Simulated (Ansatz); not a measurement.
**[BFH3]- (BH3F−): a spread of methods and bases**

How do the results and run time of [BFH3]- (BH3F−) respond when the settings are drawn wide?

The runs use Ansatz 0.2.0, Gaussian basis; the settings change from run to run.

### 1 The geometry

An earlier PBE0-D4 in a triple-zeta def2 set relaxation fixed the geometry.

5 atoms, charge -1, spin multiplicity 1.

Atoms are counted from 1 here; the program's logs count them from 0.

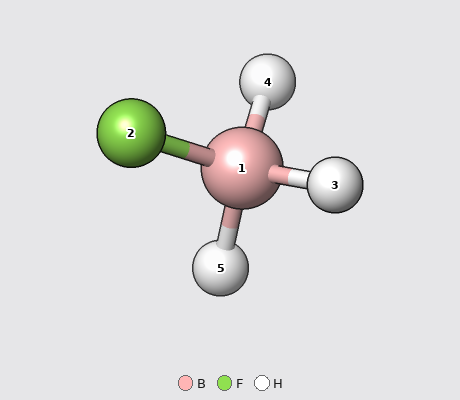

The structure; boron pink, fluorine green, hydrogen white; atoms are numbered from 1 in the order of the file.

### 2 RPA/cc-pVTZ-DK

Options: density fitting with cc-pVTZ-jkfit, finite nuclei, correlated electrons set to outside_noble_gas, the search for lower states set to full.

The input, in.yaml:

```yaml
crystal:
  periodic: [false, false, false]
  atoms:
    - {symbol: B, position_ang: [-0.000314, 0.000497, -0.037169]}
    - {symbol: F, position_ang: [0.012693, -0.021167, 1.417882]}
    - {symbol: H, position_ang: [1.167317, 0.011989, -0.470642]}
    - {symbol: H, position_ang: [-0.594134, 1.018770, -0.439881]}
    - {symbol: H, position_ang: [-0.585562, -1.010090, -0.470201]}
basis:
  gaussian: {orbitals: cc-pVTZ-DK, fitting: {mean_field: cc-pVTZ-jkfit}, nuclear_model: gaussian}
total_charge: -1
hamiltonian: {xc: {name: HF}}
correlation: {method: rpa, electrons: outside_noble_gas}
scf: {lower_state_search: full}
```

On the command line:

```bash
$ ansatz run in.yaml --threads 4 --pin off --events-out ev --progress --plain --max-ram 3916MiB
```

What it wrote:

```text
Functional definition: HF
  name "HF"
  cite "Fock, Z. Phys. 61, 126 (1930) doi:10.1007/BF01340294"
  parent pbe
  exchange = exact_x
  correlation = 0
248 factors; integrals over basis functions are off by at most 8.4e-1 eV
mean field evaluation 1: about -3428.2987 eV, gradient 2.6e1 eV
mean field evaluation 2: about -3429.3583 eV, gradient 1.7e1 eV
mean field evaluation 4: about -3429.6938 eV, gradient 3.7e-1 eV
mean field -3429.69438686 eV, -126.0389439866 hartree, gradient 9.1e-7 eV, S^2 0.000000; 0 other end points of the search recorded, 0 dependent functions left out
2 core orbitals not correlated: weight in the atoms' cores, before any rotation towards them, 1.000 or more for the frozen orbitals, at most 0.000 for the correlated occupied ones
reference -3429.69438686 eV, -126.0389439866 hartree; 7, 7 occupied and 93, 93 virtual orbitals, 248 factors
Total energy: -3443.15591283 eV, -126.5336459418 hartree
Relativity: scalar
```

Run time: 0.15 s. Hardware: 4 threads of Arm Neoverse V2, shared host.

### 3 r2SCAN0/STO-3G

Options: D3(BJ) dispersion, high accuracy.

Edit in.yaml of step 2 so:

```diff
@@ -9,6 +9,7 @@
 basis:
-  gaussian: {orbitals: cc-pVTZ-DK, fitting: {mean_field: cc-pVTZ-jkfit}, nuclear_model: gaussian}
+  gaussian: {orbitals: STO-3G}
 total_charge: -1
-hamiltonian: {xc: {name: HF}}
-correlation: {method: rpa, electrons: outside_noble_gas}
-scf: {lower_state_search: full}
+hamiltonian: {xc: {name: r2SCAN0}, dispersion: d3bj}
+accuracy: high
+scf: {omitted_lower_state_checks: [starts]}
+output: {forces: true}
```

Same command.

What it wrote:

```text
Warning: the engine holds no damping parameters fitted to this dispersion correction and functional, so the run takes those fitted to r2scan0 beside the three-body term, which d3bj leaves out (hamiltonian.dispersion, under Limitations)
Functional definition: r2SCAN0
  name "r2SCAN0"
  cite "Bursch, Neugebauer, Ehlert & Grimme, J. Chem. Phys. 156, 134105 (2022) doi:10.1063/5.0086040"
  cite "Furness, Kaplan, Ning, Perdew & Sun, J. Phys. Chem. Lett. 11, 8208 (2020) doi:10.1021/acs.jpclett.0c02405"
  cite "Furness, Kaplan, Ning, Perdew & Sun, J. Phys. Chem. Lett. 11, 9248 (2020) doi:10.1021/acs.jpclett.0c03077"
  parent r2scan
  parameter a = 0.25
  parameter k0 = 0.174
  parameter k1 = 0.065
  parameter a1 = 4.9479
  exchange = (1 - a)*r2scan_x(k0 = k0, k1 = k1, a1 = a1) + a*exact_x
  correlation = r2scan_c
these checks for a lower state are left out or cut short: starts
209 factors; integrals over basis functions are off by at most 3.3e-8 eV
mean field evaluation 1: about -3389.4365 eV, gradient 1.7e1 eV
mean field evaluation 2: about -3390.3406 eV, gradient 7.5e0 eV
mean field evaluation 4: about -3390.5652 eV, gradient 2.1e-1 eV
mean field evaluation 8: about -3390.5286 eV, gradient 7.2e-4 eV
mean field -3390.52859698 eV, -124.5996277563 hartree, gradient 6.6e-9 eV, S^2 0.000000; 0 other end points of the search recorded, 0 dependent functions left out
the calculation of the forces begins
reference -3390.52859724 eV, -124.5996277657 hartree; 9, 9 occupied and 4, 4 virtual orbitals, 209 factors
Total energy: -3390.53851931 eV, -124.5999923951 hartree
Atom 0 at    -0.000314     0.000497    -0.037169 Å, force     0.004061    -0.005295     0.575111 eV/Å
Atom 1 at     0.012693    -0.021167     1.417882 Å, force    -0.011363     0.018796    -1.278727 eV/Å
Atom 2 at     1.167317     0.011989    -0.470642 Å, force    -1.112907    -0.008855     0.244276 eV/Å
Atom 3 at    -0.594134     1.018770    -0.439881 Å, force     0.564621    -0.968473     0.215653 eV/Å
Atom 4 at    -0.585562    -1.010090    -0.470201 Å, force     0.555587     0.963827     0.243688 eV/Å
Dipole moment:     0.004958    -0.008296     0.551665 e Å
Checks for a lower state left out: starts
```

It took 0.65 s on 4 threads of Arm Neoverse V2, shared host.

Largest force 1.279 eV/Å.

### 4 wB97/def2-mTZVPP

Options: unrestricted orbitals.

Edit in.yaml of step 3 so:

```diff
@@ -9,7 +9,6 @@
 basis:
-  gaussian: {orbitals: STO-3G}
+  gaussian: {orbitals: def2-mTZVPP}
 total_charge: -1
-hamiltonian: {xc: {name: r2SCAN0}, dispersion: d3bj}
-accuracy: high
+magnetization: {spin_polarized: true, initial_magnetization: 0}
+hamiltonian: {xc: {name: wB97}}
 scf: {omitted_lower_state_checks: [starts]}
-output: {forces: true}
```

The command is unchanged.

What it wrote:

```text
Functional definition: wB97
  name "wB97"
  cite "Chai & Head-Gordon, J. Chem. Phys. 128, 084106 (2008) doi:10.1063/1.2834918"
  cite "Becke, J. Chem. Phys. 107, 8554 (1997) doi:10.1063/1.475007"
  parameter omega = 0.4/bohr
  parameter cx1 = 1.13116
  parameter cx2 = -2.74915
  parameter cx3 = 12.0900
  parameter cx4 = -5.71642
  parameter css1 = -2.55352
  parameter css2 = 11.8926
  parameter css3 = -26.9452
  parameter css4 = 17.0927
  parameter cos1 = 3.99051
  parameter cos2 = -17.0066
  parameter cos3 = 1.07292
  parameter cos4 = 8.88211
  # The coefficients of nought are those of the uniform gas.
  exchange = spin_sum(e_x_unif_sr(omega)*poly(b97_u_x, 1, cx1, cx2, cx3, cx4)) + exact_x_lr(omega)
  correlation = spin_sum(e_c_pw_same_spin*poly(b97_u_same, 1, css1, css2, css3, css4))
      + integral(e_c_pw_opposite_spin*poly(b97_u_opposite, 1, cos1, cos2, cos3, cos4))
these checks for a lower state are left out or cut short: starts
500 factors; their error is unknown
182 factors; integrals over basis functions are off by at most 3.0e-5 eV
mean field evaluation 1: about -3442.6316 eV, gradient 2.4e1 eV
mean field evaluation 2: about -3442.8859 eV, gradient 2.6e1 eV
mean field evaluation 4: about -3444.4542 eV, gradient 3.7e-1 eV
mean field evaluation 8: about -3444.4500 eV, gradient 7.4e-2 eV
mean field -3444.45006192 eV, -126.5812050433 hartree, gradient 3.2e-5 eV, S^2 0.000000; 0 other end points of the search recorded, 0 dependent functions left out
reference -3444.45005153 eV, -126.5812046616 hartree; 9, 9 occupied and 49, 49 virtual orbitals, 500 factors
Total energy: -3444.45005153 eV, -126.5812046616 hartree
Checks for a lower state left out: starts
```

Wall time 0.9 s (4 threads of Arm Neoverse V2, shared host).

⟨S²⟩ 0.000.

### 5 MP2/STO-3G

This run has a grid of angular degree 23, correlated electrons set to outside_noble_gas, high accuracy, the search for lower states set to full.

Edit in.yaml of step 4 so:

```diff
@@ -9,6 +9,8 @@
 basis:
-  gaussian: {orbitals: def2-mTZVPP}
+  gaussian: {orbitals: STO-3G, final_grid: {core_spheres: 8, valence_spheres: 7, degree: 23}}
 total_charge: -1
-magnetization: {spin_polarized: true, initial_magnetization: 0}
-hamiltonian: {xc: {name: wB97}}
-scf: {omitted_lower_state_checks: [starts]}
+hamiltonian: {xc: {name: HF}}
+correlation: {method: mp2, electrons: outside_noble_gas}
+accuracy: high
+scf: {lower_state_search: full}
+output: {forces: true}
```

The command is unchanged.

What it wrote:

```text
Functional definition: HF
  name "HF"
  cite "Fock, Z. Phys. 61, 126 (1930) doi:10.1007/BF01340294"
  parent pbe
  exchange = exact_x
  correlation = 0
209 factors; integrals over basis functions are off by at most 3.3e-8 eV
mean field evaluation 1: about -3374.4164 eV, gradient 1.4e1 eV
mean field evaluation 2: about -3374.4805 eV, gradient 1.4e1 eV
mean field evaluation 4: about -3375.3943 eV, gradient 6.6e-1 eV
mean field evaluation 8: about -3375.3954 eV, gradient 3.1e-6 eV
mean field -3375.39535530 eV, -124.0434913823 hartree, gradient 1.7e-8 eV, S^2 0.000000; 0 other end points of the search recorded, 0 dependent functions left out
2 core orbitals not correlated: weight in the atoms' cores, before any rotation towards them, 1.000 or more for the frozen orbitals, at most 0.000 for the correlated occupied ones
reference -3375.39535530 eV, -124.0434913823 hartree; 7, 7 occupied and 4, 4 virtual orbitals, 209 factors
second order -1.51505979 eV of doubles, -0.00000000 eV of singles
the calculation of the forces begins
Total energy: -3376.91041509 eV, -124.0991688025 hartree
Atom 0 at    -0.000314     0.000497    -0.037169 Å, force     0.004018    -0.005144     0.578011 eV/Å
Atom 1 at     0.012693    -0.021167     1.417882 Å, force    -0.010717     0.017719    -1.206864 eV/Å
Atom 2 at     1.167317     0.011989    -0.470642 Å, force    -0.984483    -0.007942     0.218199 eV/Å
Atom 3 at    -0.594134     1.018770    -0.439881 Å, force     0.499676    -0.857110     0.193011 eV/Å
Atom 4 at    -0.585562    -1.010090    -0.470201 Å, force     0.491506     0.852477     0.217643 eV/Å
Dipole moment:     0.004890    -0.008182     0.543928 e Å
```

It took 0.1 s on 4 threads of Arm Neoverse V2, shared host.

Largest force 1.207 eV/Å.

### 6 All runs side by side

```
           level  charge  multiplicity  geometry  functions  energy (eV)    time
  RPA/cc-pVTZ-DK      -1             1   relaxed        102    -3443.156  0.15 s
  r2SCAN0/STO-3G      -1             1   relaxed         13    -3390.539  0.65 s
wB97/def2-mTZVPP      -1             1   relaxed         58    -3444.450   0.9 s
      MP2/STO-3G      -1             1   relaxed         13    -3376.910   0.1 s
```

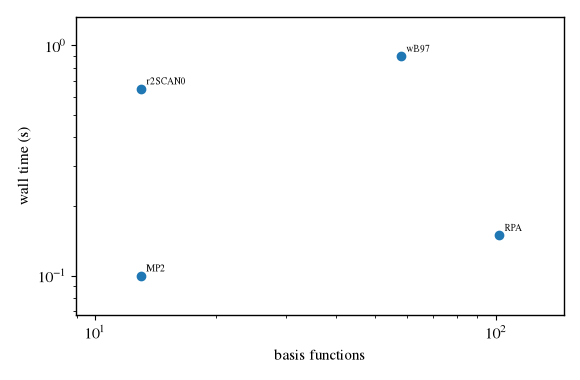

Wall time against the number of basis functions (shared host).

### 7 Outcome

| quantity | value |
| --- | --- |
| runs | 4 |
| quickest | MP2/STO-3G, 0.1 s |
| slowest | wB97/def2-mTZVPP, 0.9 s |
| spread of total energies, same state and geometry | 67.5 eV |

wB97/def2-mTZVPP took 9 times as long as MP2/STO-3G. The jobs differ in tasks and options as well as level. Total energies at one charge and spin differ by 68 eV between levels, so only differences within one level mean anything. At the PBE0-D4/def2-TZVPD geometry and in the same state, the sound runs without point charges leave forces up to 1.28 eV/Å (r2SCAN0/STO-3G).
